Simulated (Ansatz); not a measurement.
Input file:

```
crystal:
  periodic: [false, false, false]
  atoms:
    - {symbol: Si, position_ang: [-0.262757, -1.074443, 0.161085]}
    - {symbol: S, position_ang: [0.190500, 0.958847, -0.206590]}
    - {symbol: H, position_ang: [1.017471, -1.190823, 0.981388]}
    - {symbol: H, position_ang: [-0.889714, 1.246019, -0.956184]}
basis:
  gaussian: {orbitals: def2-TZVPP}
hamiltonian: {xc: pbe0, dispersion: d4}
output: {orbitals: {seedname: orbitals}}
```

Run with:

```sh
ansatz run in.yaml --threads 2 --pin off --events-out ev --progress --plain --max-ram 32768MiB --backend cpu
```

Geometry: PBE0-D4/def2-TZVP.

All numbers below come from RKS PBE0-D4/def2-TZVPP in Ansatz 0.2.0.

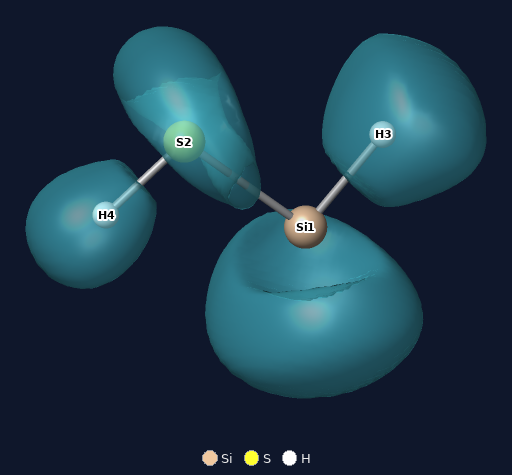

H2SSi (SMILES [SiH]S). Isosurface of the ELF at 0.85 (cyan), seen at a tilt. Core shells and regions of very low density are left out.

**Identify the bonds, lone pairs and shells in this picture.**

At this value the surface marks out two regions around hydrogen nuclei, one region on S in which the atom's valence shell and bonds are merged and one lobe on Si, pointing away from the bonds (lone pairs). Along the contacts the grid gives the following. Si–S (2.12 Å): the ELF peaks at about 0.90 between the atoms: a shared electron pair. S–H (1.35 Å): the ELF climbs to about 1 towards the hydrogen, as it does in any bond to H.
